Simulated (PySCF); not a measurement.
# C2H6O3Si: NMR shifts at several levels of theory, part 2 of 2

PySCF 2.14.0. Atoms count from 0.

## (8) Nuclear shieldings: wB97X-D/pcSseg-1

Job settings and geometry (Å):

```
{"job": {"kind": "nmr", "xc": "wB97X-D", "basis": "pcSseg-1", "pop": false}, "charge": 0, "multiplicity": 1}
C      2.123146    -0.057064     0.039862
C      0.663701    -0.283744     0.283444
O      0.226010    -1.031634     1.129160
O     -0.108035     0.427840    -0.538291
Si    -1.824657     0.470934    -0.560285
O     -2.404531    -0.595766     0.543453
H      2.718372    -0.652485     0.740350
H      2.367051    -0.329716    -0.997437
H      2.352494     1.012435     0.153350
H     -2.188474     1.879141    -0.254365
H     -2.208433     0.120809    -1.951916
H     -1.669006    -1.004102     1.039251
```

Level: GIAO wB97X-D/pcSseg-1 NMR shielding, non-relativistic, gas phase.

The program printed:

```text
coarse grid: 10776 points
cycle   1  E = -594.6317282501  dE =  9.121e-01  |g| = 1.170e+00  |ddm| = 3.006e+00
cycle   2  E = -594.5168248778  dE =  1.149e-01  |g| = 1.475e+00  |ddm| = 1.513e+00
cycle   3  E = -594.8775605941  dE = -3.607e-01  |g| = 1.520e-01  |ddm| = 8.702e-01
cycle   4  E = -594.8809328158  dE = -3.372e-03  |g| = 7.380e-02  |ddm| = 1.158e-01
cycle   5  E = -594.8818474912  dE = -9.147e-04  |g| = 1.146e-02  |ddm| = 4.835e-02
cycle   6  E = -594.8818789213  dE = -3.143e-05  |g| = 3.203e-03  |ddm| = 1.266e-02
cycle   7  E = -594.8818818623  dE = -2.941e-06  |g| = 8.209e-04  |ddm| = 4.321e-03
final grid: 100200 points
cycle   8  E = -594.9479068707  dE = -1.239e-04  |g| = 4.960e-03  |ddm| = 2.876e-02
cycle   9  E = -594.9479097507  dE = -2.880e-06  |g| = 4.030e-03  |ddm| = 6.280e-03
cycle  10  E = -594.9479125037  dE = -2.753e-06  |g| = 9.089e-04  |ddm| = 2.343e-03
cycle  11  E = -594.9479126437  dE = -1.400e-07  |g| = 4.984e-04  |ddm| = 8.955e-04
cycle  12  E = -594.9479126924  dE = -4.878e-08  |g| = 1.286e-04  |ddm| = 4.208e-04
cycle  13  E = -594.9479126960  dE = -3.509e-09  |g| = 4.908e-05  |ddm| = 1.104e-04
cycle  14  E = -594.9479126967  dE = -7.138e-10  |g| = 1.138e-05  |ddm| = 5.963e-05
converged SCF energy = -594.9479126967

GIAO shielding tensors (ppm)
atom      isotropic    diamagn.    paramagn.     s11        s22        s33       span
  0 C      159.322     248.530     -89.208    136.348    150.752    190.866     54.518
  1 C        3.248     250.152    -246.904    -96.016     35.761     70.000    166.015
  2 O     -103.974     404.621    -508.595   -348.191   -208.667    244.937    593.128
  3 O      122.978     405.061    -282.083     -5.074    181.432    192.577    197.651
  4 Si     366.010     879.297    -513.287    330.464    370.562    397.003     66.540
  5 O      295.423     392.144     -96.721    240.541    290.856    354.870    114.329
  6 H       29.565      27.909       1.656     25.625     28.091     34.980      9.355
  7 H       29.145      28.378       0.767     25.853     28.027     33.554      7.701
  8 H       29.169      28.500       0.668     25.856     28.090     33.560      7.704
  9 H       26.235      29.205      -2.970     23.209     24.186     31.311      8.102
 10 H       26.277      29.096      -2.819     23.244     24.176     31.409      8.165
 11 H       26.194      32.905      -6.711     13.969     22.856     41.757     27.788
```

It took 16 s on 1 thread of Arm Neoverse V1, shared host; peak memory 0.8 GiB.

This run: δ C1 181.3, C0 25.2, O2 437.2, O3 210.2, H11 5.19, H9 5.12 ppm (means over like atoms).

## (9) NMR shieldings: LC-wPBE/pcSseg-1

The job, as its differences from that of step 8:

```diff
@@ -1,2 +1,2 @@
-{"job": {"kind": "nmr", "xc": "wB97X-D", "basis": "pcSseg-1", "pop": false}, "charge": 0, "multiplicity": 1}
+{"job": {"kind": "nmr", "xc": "LC-wPBE", "basis": "pcSseg-1", "pop": false}, "charge": 0, "multiplicity": 1}
 C      2.123146    -0.057064     0.039862
```

Level: GIAO LC-wPBE/pcSseg-1 NMR shielding, non-relativistic, gas phase.

The program printed:

```text
coarse grid: 10776 points
cycle   1  E = -594.4494406913  dE =  9.510e-01  |g| = 1.171e+00  |ddm| = 2.991e+00
cycle   2  E = -594.4007681888  dE =  4.867e-02  |g| = 1.365e+00  |ddm| = 1.377e+00
cycle   3  E = -594.6996930164  dE = -2.989e-01  |g| = 1.283e-01  |ddm| = 7.523e-01
cycle   4  E = -594.7019350613  dE = -2.242e-03  |g| = 7.418e-02  |ddm| = 1.011e-01
cycle   5  E = -594.7028641619  dE = -9.291e-04  |g| = 1.012e-02  |ddm| = 4.974e-02
cycle   6  E = -594.7028964070  dE = -3.225e-05  |g| = 2.874e-03  |ddm| = 1.413e-02
cycle   7  E = -594.7028995020  dE = -3.095e-06  |g| = 9.058e-04  |ddm| = 4.581e-03
final grid: 100200 points
cycle   8  E = -594.7828528315  dE = -3.563e-05  |g| = 5.857e-03  |ddm| = 1.634e-02
cycle   9  E = -594.7828536417  dE = -8.102e-07  |g| = 5.300e-03  |ddm| = 5.103e-03
cycle  10  E = -594.7828581035  dE = -4.462e-06  |g| = 9.064e-04  |ddm| = 2.826e-03
cycle  11  E = -594.7828583582  dE = -2.546e-07  |g| = 2.909e-04  |ddm| = 5.728e-04
cycle  12  E = -594.7828583761  dE = -1.795e-08  |g| = 1.404e-04  |ddm| = 3.068e-04
cycle  13  E = -594.7828583808  dE = -4.734e-09  |g| = 3.121e-05  |ddm| = 1.294e-04
cycle  14  E = -594.7828583812  dE = -4.069e-10  |g| = 1.114e-05  |ddm| = 5.149e-05
converged SCF energy = -594.7828583812

GIAO shielding tensors (ppm)
atom      isotropic    diamagn.    paramagn.     s11        s22        s33       span
  0 C      163.127     248.382     -85.255    140.415    154.189    194.776     54.362
  1 C        3.600     250.575    -246.975    -98.450     34.870     74.380    172.830
  2 O      -99.372     404.544    -503.916   -347.960   -206.968    256.812    604.773
  3 O      132.655     405.054    -272.400      4.769    192.632    200.563    195.794
  4 Si     365.834     879.512    -513.677    329.661    369.958    397.883     68.222
  5 O      302.218     392.334     -90.116    248.972    295.525    362.157    113.185
  6 H       29.495      27.861       1.634     25.406     27.947     35.133      9.727
  7 H       29.093      28.293       0.800     25.699     27.904     33.675      7.976
  8 H       29.115      28.410       0.705     25.701     27.966     33.678      7.977
  9 H       26.249      29.190      -2.941     23.216     24.227     31.305      8.089
 10 H       26.283      29.079      -2.796     23.246     24.210     31.393      8.147
 11 H       26.172      32.964      -6.792     13.830     22.786     41.901     28.071
```

Wall time 22 s (1 thread of Arm Neoverse V1, shared host); peak memory 0.74 GiB.

Key values: δ C1 185.0, C0 25.4, O2 438.1, O3 206.1, H11 5.15, H9 5.06 ppm (means over like atoms).

## (10) NMR shieldings: PBE0/6-31G

The job, as its differences from that of step 9:

```diff
@@ -1,2 +1,2 @@
-{"job": {"kind": "nmr", "xc": "LC-wPBE", "basis": "pcSseg-1", "pop": false}, "charge": 0, "multiplicity": 1}
+{"job": {"kind": "nmr", "xc": "PBE0", "basis": "6-31G", "pop": true}, "charge": 0, "multiplicity": 1}
 C      2.123146    -0.057064     0.039862
```

With the program's defaults for keys left out, this is: GIAO PBE0/6-31G NMR shielding, non-relativistic, gas phase.

The program printed:

```text
coarse grid: 10776 points
cycle   1  E = -594.2528219483  dE =  1.049e+00  |g| = 1.104e+00  |ddm| = 3.309e+00
cycle   2  E = -593.7998400959  dE =  4.530e-01  |g| = 1.884e+00  |ddm| = 2.693e+00
cycle   3  E = -594.4816078360  dE = -6.818e-01  |g| = 3.302e-01  |ddm| = 1.922e+00
cycle   4  E = -594.5025865996  dE = -2.098e-02  |g| = 8.645e-02  |ddm| = 3.425e-01
cycle   5  E = -594.5038712241  dE = -1.285e-03  |g| = 2.341e-02  |ddm| = 7.853e-02
cycle   6  E = -594.5040007600  dE = -1.295e-04  |g| = 5.551e-03  |ddm| = 2.313e-02
cycle   7  E = -594.5040063717  dE = -5.612e-06  |g| = 2.188e-03  |ddm| = 6.396e-03
final grid: 100200 points
cycle   8  E = -594.4425593500  dE = -1.684e-06  |g| = 9.617e-03  |ddm| = 1.583e-02
cycle   9  E = -594.4425265499  dE =  3.280e-05  |g| = 1.613e-02  |ddm| = 2.113e-02
cycle  10  E = -594.4425766295  dE = -5.008e-05  |g| = 2.266e-03  |ddm| = 1.405e-02
cycle  11  E = -594.4425776186  dE = -9.891e-07  |g| = 1.737e-04  |ddm| = 1.863e-03
cycle  12  E = -594.4425776247  dE = -6.046e-09  |g| = 6.321e-05  |ddm| = 2.057e-04
cycle  13  E = -594.4425776257  dE = -1.030e-09  |g| = 1.214e-05  |ddm| = 7.533e-05
cycle  14  E = -594.4425776257  dE = -3.479e-11  |g| = 5.652e-06  |ddm| = 1.813e-05
converged SCF energy = -594.4425776257

GIAO shielding tensors (ppm)
atom      isotropic    diamagn.    paramagn.     s11        s22        s33       span
  0 C      174.262     249.815     -75.554    153.102    164.180    205.504     52.402
  1 C       27.915     246.837    -218.921    -63.136     55.180     91.703    154.839
  2 O      -93.783     398.333    -492.116   -338.361   -197.476    254.488    592.849
  3 O      141.987     407.432    -265.445      6.905    201.198    217.857    210.952
  4 Si     419.636     879.303    -459.667    390.892    406.952    461.063     70.171
  5 O      312.337     400.725     -88.388    244.097    275.603    417.310    173.213
  6 H       30.799      28.749       2.050     26.971     29.037     36.389      9.418
  7 H       30.148      28.586       1.563     26.587     29.182     34.675      8.088
  8 H       30.172      28.632       1.540     26.602     29.253     34.660      8.058
  9 H       26.558      29.150      -2.592     22.648     24.288     32.738     10.089
 10 H       26.586      29.175      -2.589     22.711     24.238     32.807     10.097
 11 H       28.658      28.673      -0.015     15.693     25.965     44.317     28.625
```

Run time: 6.6 s. Hardware: 1 thread of Arm Neoverse V1, shared host; peak memory 0.45 GiB.

Key values: δ C1 171.6, C0 25.3, O2 412.3, O3 176.5, H9 6.04, H11 3.95 ppm (means over like atoms).

## (11) Nuclear shieldings: PBE0/STO-3G

The job, as its differences from that of step 10:

```diff
@@ -1,2 +1,2 @@
-{"job": {"kind": "nmr", "xc": "PBE0", "basis": "6-31G", "pop": true}, "charge": 0, "multiplicity": 1}
+{"job": {"kind": "nmr", "xc": "PBE0", "basis": "STO-3G", "pop": true}, "charge": 0, "multiplicity": 1}
 C      2.123146    -0.057064     0.039862
```

Method: GIAO PBE0/STO-3G NMR shielding, non-relativistic, gas phase.

The program printed:

```text
coarse grid: 10776 points
cycle   1  E = -586.9352546975  dE =  1.036e+00  |g| = 9.084e-01  |ddm| = 4.358e+00
cycle   2  E = -586.7184940584  dE =  2.168e-01  |g| = 1.360e+00  |ddm| = 2.731e+00
cycle   3  E = -587.1681889081  dE = -4.497e-01  |g| = 4.186e-01  |ddm| = 1.788e+00
cycle   4  E = -587.2166370499  dE = -4.845e-02  |g| = 7.642e-02  |ddm| = 5.880e-01
cycle   5  E = -587.2183159193  dE = -1.679e-03  |g| = 1.420e-02  |ddm| = 9.880e-02
cycle   6  E = -587.2183712967  dE = -5.538e-05  |g| = 2.665e-03  |ddm| = 1.916e-02
cycle   7  E = -587.2183735111  dE = -2.214e-06  |g| = 9.934e-04  |ddm| = 5.313e-03
final grid: 100200 points
cycle   8  E = -587.1643617942  dE =  1.256e-06  |g| = 7.763e-03  |ddm| = 1.823e-02
cycle   9  E = -587.1643360610  dE =  2.573e-05  |g| = 1.245e-02  |ddm| = 2.222e-02
cycle  10  E = -587.1643769189  dE = -4.086e-05  |g| = 2.323e-03  |ddm| = 1.518e-02
cycle  11  E = -587.1643785190  dE = -1.600e-06  |g| = 1.575e-04  |ddm| = 3.051e-03
cycle  12  E = -587.1643785264  dE = -7.359e-09  |g| = 3.709e-05  |ddm| = 2.348e-04
cycle  13  E = -587.1643785268  dE = -4.059e-10  |g| = 7.519e-06  |ddm| = 5.663e-05
converged SCF energy = -587.1643785268

GIAO shielding tensors (ppm)
atom      isotropic    diamagn.    paramagn.     s11        s22        s33       span
  0 C      212.779     245.910     -33.131    204.300    205.385    228.652     24.353
  1 C      115.452     258.729    -143.277     39.435    144.991    161.930    122.495
  2 O      -41.317     387.470    -428.787   -380.900   -145.960    402.908    783.808
  3 O      268.498     382.933    -114.435     69.791    312.009    423.694    353.903
  4 Si     522.556     867.641    -345.086    441.312    520.807    605.548    164.237
  5 O      423.195     378.393      44.802    327.939    389.605    552.039    224.100
  6 H       30.858      29.246       1.612     26.221     28.791     37.561     11.340
  7 H       30.828      29.837       0.991     26.270     28.633     37.580     11.309
  8 H       30.830      29.908       0.922     26.258     28.691     37.543     11.285
  9 H       29.068      31.081      -2.012     24.933     26.421     35.851     10.918
 10 H       29.027      30.963      -1.936     24.905     26.349     35.825     10.920
 11 H       32.709      29.752       2.957     20.664     30.530     46.933     26.268
```

Wall time 3.4 s (1 thread of Arm Neoverse V1, shared host); peak memory 0.42 GiB.

This run: δ C1 119.2, C0 21.9, O2 383.0, O3 73.2, H9 3.56, H6 1.77 ppm (means over like atoms).

## (12) Side by side: NMR shifts

Shifts (ppm) of some atoms, chosen among heavy atoms and hydrogens apart, means over like atoms, with basis size and wall time:

| run | C1 | H9 | H11 | O2 | O3 | O5 | Si4 | functions | time |
| --- | --- | --- | --- | --- | --- | --- | --- | --- | --- |
| PBE0/pcSseg-1 | 180.2 | 5.27 | 5.09 | 442.4 | 216.0 | 40.7 | -12.5 | 139 | 12 s |
| mPW1PW91/pcSseg-1 | 180.4 | 5.22 | 5.12 | 441.7 | 214.9 | 39.7 | -13.4 | 139 | 12 s |
| WP04/pcSseg-1 | 181.9 | 4.50 | 5.29 | 428.4 | 206.6 | 29.5 | -30.6 | 139 | 12 s |
| B97-2/pcSseg-1 | 176.9 | 5.16 | 5.11 | 430.3 | 210.1 | 37.5 | -16.5 | 139 | 12 s |
| BHandHLYP/pcSseg-1 | 184.0 | 4.90 | 5.34 | 442.4 | 204.4 | 36.2 | -20.3 | 139 | 11 s |
| CAM-B3LYP/pcSseg-1 | 184.3 | 5.13 | 5.20 | 448.1 | 217.5 | 43.9 | -15.6 | 139 | 16 s |
| wB97X-D/pcSseg-1 | 181.3 | 5.12 | 5.19 | 437.2 | 210.2 | 37.8 | -13.1 | 139 | 16 s |
| LC-wPBE/pcSseg-1 | 185.0 | 5.06 | 5.15 | 438.1 | 206.1 | 36.5 | -7.3 | 139 | 22 s |
| PBE0/6-31G | 171.6 | 6.04 | 3.95 | 412.3 | 176.5 | 6.2 | 25.1 | 70 | 6.6 s |
| PBE0/STO-3G | 119.2 | 3.56 | -0.10 | 383.0 | 73.2 | -81.5 | -5.0 | 40 | 3.4 s |

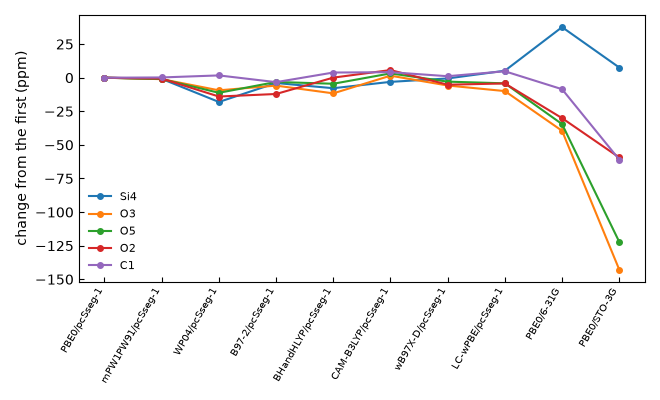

How five of the tabulated atoms move from run to run.

## (13) What came out

This closing draws on all 2 parts.

| quantity | value |
| --- | --- |
| ¹³C shifts against TMS (PBE0/pcSseg-1) | 180.2, 24.4 ppm |
| ¹H shifts against TMS (PBE0/pcSseg-1, means over atoms taken as alike) | 5.27, 5.09, 2.08 ppm |
| ¹⁷O shifts against H2O (PBE0/pcSseg-1) | 442.4, 216.0, 40.7 ppm |
| ²⁹Si shifts against TMS (PBE0/pcSseg-1) | -12.5 ppm |
| range of the shift of Si4 (minimal bases aside) | -30.6 to 25.1 ppm |
| property runs in this session | 10, of which 0 failed and 1 gave unsound results |

Single values in the summary come from the first sound run of each kind (PBE0/pcSseg-1), which need not be the best level. At PBE0/pcSseg-1: Shielding is most anisotropic at O2 (span 588 ppm, paramagnetic term -512 ppm). Leaving out the minimal-basis runs, which are unusable for shieldings: Across the 9 runs the shift of Si4 moves most, between -30.6 (WP04/pcSseg-1) and 25.1 ppm (PBE0/6-31G).
